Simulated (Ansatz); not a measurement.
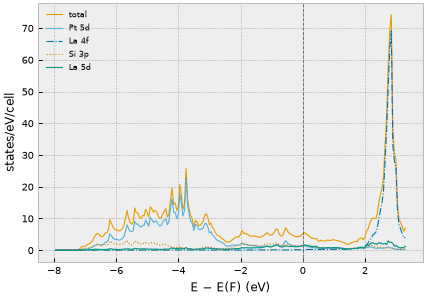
Figure: Total and projected density of states of LaSi₂Pt₂ in space group P4/nmm (No. 129; Pearson symbol tP10), r²SCAN (plane waves, PAW; program Ansatz)

Problem. Which orbitals carry the states next to the Fermi level?

Solution. Within 0.5 eV of the Fermi level: Si 3p 29 %, Pt 5d 28 %, La 5d 27 %, outside the projected shells 5 %. Projections are on Löwdin-orthogonalised atomic valence shells; empty p or d shells of many metals are not among them.

Problem. Where is the tallest occupied peak in this window, and what makes it?

Solution. Near -3.8 eV, about 26 states/eV per cell; the largest projected share is Pt 5d.

The first step of the workflow began from a Materials Project structure, measured or hypothetical; the Crystallography Open Database copy checked does not list it. COD files the formula under space group No. 139, so this cell is another polymorph or a model. Whether it is the stable phase at ambient conditions was not checked. The cell was relaxed with r²SCAN under the symmetry of its start; its stability against distortions is not shown here. The run is not spin-polarised. Spin–orbit coupling is left out wherever it is not named.

Potentials: the earlier of the program's two PAW sets.
